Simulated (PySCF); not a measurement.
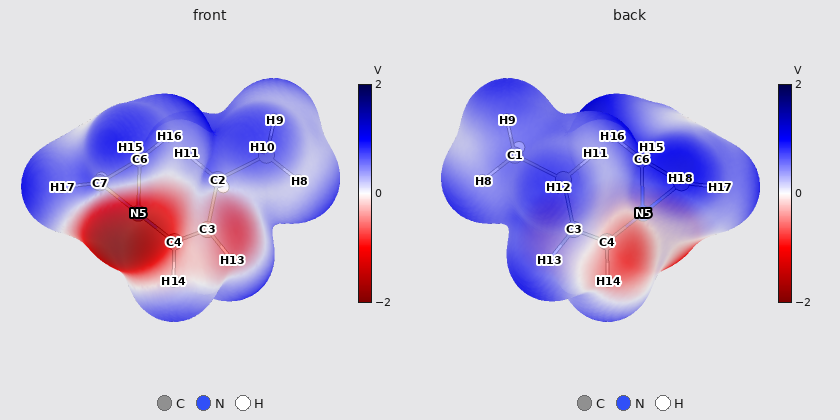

*C6H11N. The molecular electrostatic potential painted on the density surface at 0.004 e/bohr³, seen from the front and from behind; red is negative and blue positive.*

Geometry: GFN2-xTB.

All numbers below come from revPBE/pcSseg-1, SCF density, gas phase, non-relativistic (PySCF 2.14.0).

| atom | x (Å) | y (Å) | z (Å) |
| --- | --- | --- | --- |
| C | -1.6097 | 1.6482 | -0.3478 |
| C | -1.4071 | 0.2456 | 0.2307 |
| C | -0.8722 | -0.6888 | -0.8136 |
| C | 0.3562 | -1.1546 | -1.0168 |
| N | 1.5826 | -0.9401 | -0.3605 |
| C | 1.8944 | 0.2045 | 0.4618 |
| C | 1.7473 | -1.1365 | 1.0625 |
| H | -2.2912 | 1.6120 | -1.1949 |
| H | -2.0270 | 2.3142 | 0.4045 |
| H | -0.6631 | 2.0604 | -0.6921 |
| H | -0.7600 | 0.2975 | 1.1055 |
| H | -2.3756 | -0.1381 | 0.5652 |
| H | -1.6229 | -1.0036 | -1.5289 |
| H | 0.5039 | -1.8396 | -1.8469 |
| H | 2.8921 | 0.5942 | 0.2981 |
| H | 1.1534 | 0.9665 | 0.6603 |
| H | 2.6291 | -1.6960 | 1.3472 |
| H | 0.8698 | -1.3458 | 1.6657 |

Q: Which sites attract a positive test charge, and which a negative one?

A: A positive charge is drawn to the negative regions and a negative charge to the positive ones. The most negative region (about −1.9 V) lies over N5, the most positive (about +1.1 V) over H16 and H18. N5 is the likeliest acceptor of a hydrogen bond.
